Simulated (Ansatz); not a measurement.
# SiH2O2 (SMILES O[Si]O) at wB97M-V/STO-3G

Aim: the electronic atomisation energy of SiH2O2 at wB97M-V/STO-3G, from 4 runs. 

The results are computed with Ansatz 0.2.0.

47 further runs of the same task are left out: 1 that didn't finish, 46 set aside as unsound or not needed.

**1. The system as given**

SiH2O2: 5 atoms, total charge 0, spin state singlet. As SMILES, `O[Si]O`. The coordinates come from a PBE0-D4/def2-TZVP relaxation. This is one conformer, not always the lowest.

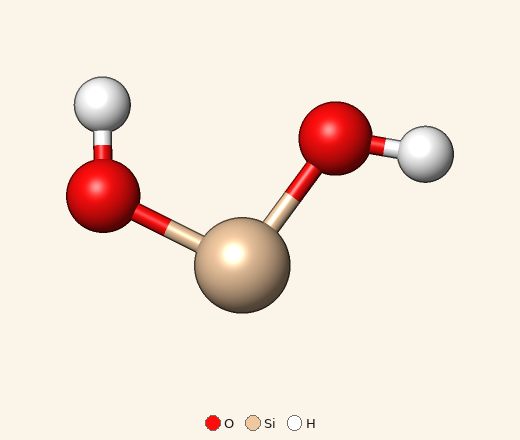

Viewed from a chosen angle; oxygen red, silicon light orange, hydrogen white.

**2. A single-point energy at wB97M-V/STO-3G**

Contents of molecule.yaml:

```yaml
crystal:
  periodic: [false, false, false]
  atoms:
    - {symbol: O, position_ang: [-1.443200, -0.105600, -0.275000]}
    - {symbol: Si, position_ang: [-0.212000, -0.791300, 0.567700]}
    - {symbol: O, position_ang: [1.036000, 0.187500, 0.068600]}
    - {symbol: H, position_ang: [-1.231900, 0.648900, -0.836100]}
    - {symbol: H, position_ang: [1.901100, -0.013100, 0.433400]}
basis:
  gaussian:
    orbitals: STO-3G
hamiltonian:
  xc: {name: wB97M-V}
accuracy: high
```

The run is started by

```console
$ ansatz run molecule.yaml --threads 1 --pin off --max-ram 2610MiB --events-out events.jsonl --progress --plain --runs-dir runs
```

The program printed:

```text
Warning: RAYON_NUM_THREADS=1 ignored (pool sized by the plan → 1); use --threads N
Functional definition: wB97M-V
  name "wB97M-V"
  parameter omega = 0.3/bohr
  parameter cx = 0.15
  parameter cx01 = 1.007
  parameter cx10 = 0.259
  parameter css00 = 0.443
  parameter css04 = -1.437
  parameter css10 = -4.535
  parameter css20 = -3.390
  parameter css43 = 4.278
  parameter cos00 = 1.000
  parameter cos10 = 1.358
  parameter cos20 = 2.924
  parameter cos21 = -8.812
  parameter cos60 = -1.390
  parameter cos61 = 9.142
  parameter b = 6.0
  parameter c = 0.01
  gx(w, u) = 1 - cx + cx01*u + cx10*w
  gss(w, u) = css00 + css04*u^4 + css10*w + css20*w^2 + css43*w^4*u^3
  gos(w, u) = cos00 + cos10*w + (cos20 + cos21*u)*w^2 + (cos60 + cos61*u)*w^6
  exchange = spin_sum(e_x_unif_sr(omega)*gx(b97_w, b97_u_x)) + cx*exact_x_sr(omega) + exact_x_lr(omega)
  correlation = spin_sum(e_c_pw_mod_same_spin*gss(b97_w, b97_u_same))
      + integral(e_c_pw_mod_opposite_spin*gos(b97_w_opposite, b97_u_opposite)) + vv10(b, c)
386 factors; integrals over basis functions are off by at most 3.1e-8 eV
150 factors; integrals over basis functions are off by at most 1.1e-9 eV
mean field evaluation 1: about -11853.4254 eV, gradient 2.7e1 eV
mean field evaluation 2: about -11854.7300 eV, gradient 2.1e1 eV
mean field evaluation 4: about -11855.9950 eV, gradient 3.4e-1 eV
mean field evaluation 8: about -11855.9841 eV, gradient 3.3e-3 eV
mean field evaluation 16: about -11855.9841 eV, gradient 6.2e-7 eV
mean field -11855.98414417 eV, -435.6993810235 hartree, gradient 8.7e-8 eV, S^2 0.000000; 0 other end points of the search recorded, 0 dependent functions left out
reference -11855.98414655 eV, -435.6993811110 hartree; 16, 16 occupied and 5, 5 virtual orbitals, 386 factors
Total energy: -11855.98414655 eV, -435.6993811110 hartree
```

Run time: 17 s. Hardware: 1 thread of Arm Neoverse V2, shared host; peak memory 0.27 GiB.

**3. The H atom**

Contents of molecule.yaml:

```yaml
crystal:
  periodic: [false, false, false]
  atoms:
    - {symbol: H, position_ang: [0.000000, 0.000000, 0.000000]}
basis:
  gaussian:
    orbitals: STO-3G
magnetization:
  spin_polarized: true
  initial_magnetization: 1
hamiltonian:
  xc: {name: wB97M-V}
accuracy: high
```

Run the same way, it converges to -0.45654 Eh (log not shown).

**4. The O atom, same level**

Contents of molecule.yaml:

```yaml
crystal:
  periodic: [false, false, false]
  atoms:
    - symbol: O
      position_ang: [0.000000, 0.000000, 0.000000]
basis:
  gaussian:
    orbitals: STO-3G
hamiltonian:
  xc: {name: wB97M-V}
accuracy: high
magnetization:
  spin_polarized: true
  initial_magnetization: 2
```

Run the same way, it converges to -74.04146 Eh (log not shown).

**5. The Si atom**

Contents of job.yaml:

```yaml
crystal:
  periodic: [false, false, false]
  atoms:
    - symbol: Si
      position_ang: [0.000000, 0.000000, 0.000000]
basis:
  gaussian: {orbitals: STO-3G}
hamiltonian: {xc: {name: wB97M-V}}
magnetization: {spin_polarized: true, initial_magnetization: 2}
accuracy: high
```

Run the same way, it converges to -285.96702 Eh (log not shown).

**6. Summary of results**

At wB97M-V/STO-3G:

| quantity | value |
| --- | --- |
| molecule: total energy | -435.69938 Eh |
| H atom: total energy | -0.45654 Eh |
| H atom: ⟨S²⟩ | 0.750 |
| O atom: total energy | -74.04146 Eh |
| O atom: ⟨S²⟩ | 2.000 |
| Si atom: total energy | -285.96702 Eh |
| Si atom: ⟨S²⟩ | 2.000 |
| electronic atomisation energy | 20.037 eV |

**Reading.** Taking the molecule apart into free atoms costs 20.04 eV (1933 kJ/mol), before zero-point energy and without spin-orbit coupling. In a minimal basis such a difference can be off by several eV, whatever the method.
